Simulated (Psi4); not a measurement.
**TPSSh/def2-SVP (core potential) run of InBr3 (indium tribromide)**

Aim: the vertical ionisation energy of InBr3 (indium tribromide) at TPSSh/def2-SVP (core potential), from 2 runs. 

Program for the calculation: Psi4 1.11.

## (1) The structure to begin with

The species is InBr3 (4 atoms), meant as a singlet with charge 0. As SMILES, `[Br][In]([Br])[Br]`. Geometry: relaxed at PBE0-D4/def2-TZVP.

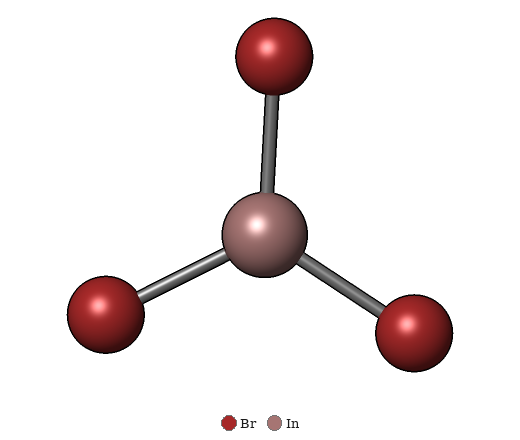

Viewed from a chosen angle; bromine red, indium brown.

## (2) Energy and forces at TPSSh/def2-SVP (core potential)

Input file calc.in:

```
memory 1600 MB

molecule system {
  Br     1.641360    -0.092310     1.799350
  In    -0.000040    -0.000010    -0.000050
  Br    -1.193050    -2.018380    -0.665900
  Br    -0.448270     2.110700    -1.133410
  units angstrom
  symmetry c1
}

set {
  basis def2-SVP
  reference rks
  puream true
  e_convergence 1e-09
  d_convergence 1e-08
  scf_type pk
  dft_radial_points 99
  dft_spherical_points 590
}

E, wfn = gradient("tpssh", return_wfn=True)
oeprop(wfn, "MULLIKEN_CHARGES", "WIBERG_LOWDIN_INDICES", "LOWDIN_CHARGES")
```

Launch:

```console
$ psi4 -n 1 calc.in calc.out
```

calc.out:

```text
[...]
    !!!  WARNING: ECP capability is in beta. Please check occupations closely.  !!!
[...]
  Running in c1 symmetry.
[...]
  Nuclear repulsion =  939.404246584372117
[...]
  Multiplicity = 1
[...]
  Nalpha       = 63
  Nbeta        = 63
[...]
    Number of basis functions: 122
[...]
   @RKS iter   1: -7910.54741028054286   -4.06548e+00   1.97240e-02 ADIIS/DIIS
[...]
   @RKS iter  10: -7911.51087661652764   -1.90994e-11   7.09007e-09 DIIS
[...]
  @RKS Final Energy: -7911.51087661652764
   => Energetics <=
    Nuclear Repulsion Energy =            939.4042465843721175
    One-Electron Energy =              -12955.7670616403775057
    Two-Electron Energy =                4366.8689521535870881
    DFT Exchange-Correlation Energy =    -262.0170137141092823
    Empirical Dispersion Energy =           0.0000000000000000
    VV10 Nonlocal Energy =                  0.0000000000000000
    Total Energy =                      -7911.5108766165276393
[...]
 Multipole Moments:
 ------------------------------------------------------------------------------------
     Multipole            Electronic (a.u.)      Nuclear  (a.u.)        Total (a.u.)
 ------------------------------------------------------------------------------------
 L = 1.  Multiply by 2.5417464519 to convert [e a0] to [Debye]
 Dipole X            :         -0.0021527            0.0020329           -0.0001198
 Dipole Y            :         -0.0005440            0.0005082           -0.0000357
 Dipole Z            :         -0.0025456            0.0024140           -0.0001315
 Magnitude           :                                                    0.0001815
[...]
  -Total Gradient:
     Atom            X                  Y                   Z
    ------   -----------------  -----------------  -----------------
       1       -0.005724970064     0.000322736827    -0.006276184365
       2       -0.000005661552    -0.000006208369    -0.000004434088
       3        0.004181389141     0.006987589903     0.002360521923
       4        0.001519820110    -0.007340807226     0.003899660325
[...]
  Mulliken Charges: (a.u.)
   Center  Symbol    Alpha    Beta     Spin     Total
       1    BR    17.60564 17.60564  0.00000 -0.21128
       2    IN    10.18309 10.18309  0.00000  0.63382
       3    BR    17.60563 17.60563  0.00000 -0.21127
       4    BR    17.60564 17.60564  0.00000 -0.21127
   Total alpha = 63.00000, Total beta = 63.00000, Total charge =  0.00000
  Lowdin Charges: (a.u.)
   Center  Symbol    Alpha    Beta     Spin     Total
       1    BR    17.50108 17.50108  0.00000 -0.00215
       2    IN    10.49679 10.49679  0.00000  0.00642
[...]
```

Wall time 44 s (1 thread of Intel Xeon Platinum 8375C at 2.90GHz (Ice Lake), shared host); peak memory 0.75 GiB.

## (3) The doublet cation

Input file input.json:

```json
{
  "schema_name": "qcschema_input",
  "schema_version": 1,
  "molecule": {
    "schema_name": "qcschema_molecule",
    "schema_version": 2,
    "symbols": ["Br", "In", "Br", "Br"],
    "geometry": [3.10172087, -0.17444062, 3.4002787, -7.559e-05, -1.89e-05, -9.449e-05, -2.25453775, -3.81418542, -1.25836863, -0.84710753, 3.98864493, -2.14183449],
    "molecular_charge": 1,
    "molecular_multiplicity": 2,
    "fix_symmetry": "c1",
    "fix_com": true,
    "fix_orientation": true
  },
  "driver": "gradient",
  "model": {
    "method": "tpssh",
    "basis": "def2-SVP"
  },
  "keywords": {
    "reference": "uks",
    "puream": true,
    "e_convergence": 1e-09,
    "d_convergence": 1e-08,
    "scf_type": "pk",
    "dft_radial_points": 99,
    "dft_spherical_points": 590,
    "maxiter": 100,
    "scf_properties": ["QUADRUPOLE", "DIPOLE", "MAYER_INDICES"]
  }
}
```

Launch:

```console
$ psi4 --qcschema input.json -n 1 --memory 1600MB
```

stdout:

```text
[...]
    !!!  WARNING: ECP capability is in beta. Please check occupations closely.  !!!
[...]
  Running in c1 symmetry.
[...]
  Nuclear repulsion =  939.404246948638729
[...]
  Multiplicity = 2
[...]
  Nalpha       = 63
  Nbeta        = 62
[...]
    Number of basis functions: 122
[...]
   @UKS iter   1: -7910.27566263220888   -3.79263e+00   1.91360e-02 DIIS/ADIIS
[...]
   @UKS iter  20: -7911.13350289428308   -9.09495e-12   9.96305e-09 DIIS
[...]
   @S^2 Observed:                7.521518265E-01
[...]
  @UKS Final Energy: -7911.13350289428308
   => Energetics <=
    Nuclear Repulsion Energy =            939.4042469486387290
    One-Electron Energy =              -12929.5906253192879376
    Two-Electron Energy =                4340.7711936678879283
    DFT Exchange-Correlation Energy =    -261.7183181915222576
    Empirical Dispersion Energy =           0.0000000000000000
    VV10 Nonlocal Energy =                  0.0000000000000000
    Total Energy =                      -7911.1335028942830832
[...]
 Multipole Moments:
 ------------------------------------------------------------------------------------
     Multipole            Electronic (a.u.)      Nuclear  (a.u.)        Total (a.u.)
 ------------------------------------------------------------------------------------
 L = 1.  Multiply by 2.5417464519 to convert [e a0] to [Debye]
 Dipole X            :         -0.0010448            0.0010583            0.0000134
 Dipole Y            :         -0.0002553            0.0002643            0.0000089
 Dipole Z            :         -0.0006651            0.0006610           -0.0000041
 Magnitude           :                                                    0.0000167
 L = 2.  Multiply by 1.3450342976 to convert [e a0^2] to [Debye ang]
 Quadrupole XX       :       -589.4642454          539.7421397          -49.7221057
 Quadrupole XY       :       -162.7104476          163.7771712            1.0667236
[...]
  -Total Gradient:
     Atom            X                  Y                   Z
    ------   -----------------  -----------------  -----------------
       1       -0.008484081721     0.000477321028    -0.009300750785
       2       -0.000000615300    -0.000004751054     0.000000727235
       3        0.006185600934     0.010376568681     0.003479642233
       4        0.002269734464    -0.010888913835     0.005800960151
[...]
```

The result, in JSON:

```text
{
 "driver": "gradient",
 "model": {
  "method": "tpssh",
  "basis": "def2-SVP"
 },
 "success": true,
 "return_result": [-0.008484081721021719, 0.00047732102823615924, -0.00930075078533174, -6.153003089341432e-07, -4.751054462159228e-06, 7.272351132034592e-07, 0.006185600933999766, 0.01037656868092221, 0.0034796422330219193, 0.0022697344637255847, -0.010888913835073427, 0.005800960151333939],
 "properties": {
  "calcinfo_nbasis": 122,
  "calcinfo_nmo": 122,
  "calcinfo_nalpha": 63,
  "calcinfo_nbeta": 62,
  "calcinfo_natom": 4,
  "nuclear_repulsion_energy": 939.4042469486387,
  "return_energy": -7911.133502894283,
  "return_gradient": [-0.008484081721021719, 0.00047732102823615924, -0.00930075078533174, -6.153003089341432e-07, -4.751054462159228e-06, 7.272351132034592e-07, 0.006185600933999766, 0.01037656868092221, 0.0034796422330219193, 0.0022697344637255847, -0.010888913835073427, 0.005800960151333939],
  "scf_one_electron_energy": -12929.590625319288,
  "scf_two_electron_energy": 4340.771193667888,
  "scf_xc_energy": -261.71831819152226,
  "scf_dipole_moment": [1.3447207216188417e-05, 8.947954475202469e-06, -4.067815298824939e-06],
  "scf_total_energy": -7911.133502894283,
  "scf_total_gradient": [-0.008484081721021719, 0.00047732102823615924, -0.00930075078533174, -6.153003089341432e-07, -4.751054462159228e-06, 7.272351132034592e-07, 0.006185600933999766, 0.01037656868092221, 0.0034796422330219193, 0.0022697344637255847, -0.010888913835073427, 0.005800960151333939],
  "scf_iterations": 20
 }
}
```

Run time: 86 s. Hardware: 1 thread of Intel Xeon Platinum 8375C at 2.90GHz (Ice Lake), shared host; peak memory 0.76 GiB.

## (4) Results

At TPSSh/def2-SVP (core potential):

| quantity | value |
| --- | --- |
| singlet InBr3: total energy | -7911.51088 Eh |
| singlet InBr3: dipole moment | 0.00 D |
| singlet InBr3: HOMO energy | -7.97 eV |
| singlet InBr3: LUMO energy | -3.30 eV |
| singlet InBr3: HOMO–LUMO gap | 4.66 eV |
| singlet InBr3: largest force on an atom | 0.437 eV/Å |
| doublet cation: total energy | -7911.13350 Eh |
| doublet cation: HOMO energy (highest over α and β) | -13.13 eV |
| doublet cation: LUMO energy (lowest over α and β) | -12.57 eV |
| doublet cation: ⟨S²⟩ | 0.752 |
| doublet cation: largest force on an atom | 0.648 eV/Å |
| vertical ionisation energy (to the doublet cation) | 10.269 eV |

In words: The vertical ionisation energy comes to 10.27 eV (237 kcal/mol). The largest force (singlet InBr3) is 0.44 eV/Å: the shape isn't a stationary point for this species at this level. The negative HOMO energy of the first species, 7.97 eV, lies 2.30 eV below that difference. Mulliken charges (singlet InBr3) run from -0.21 on Br1 to +0.63 on In2; they depend strongly on the basis.
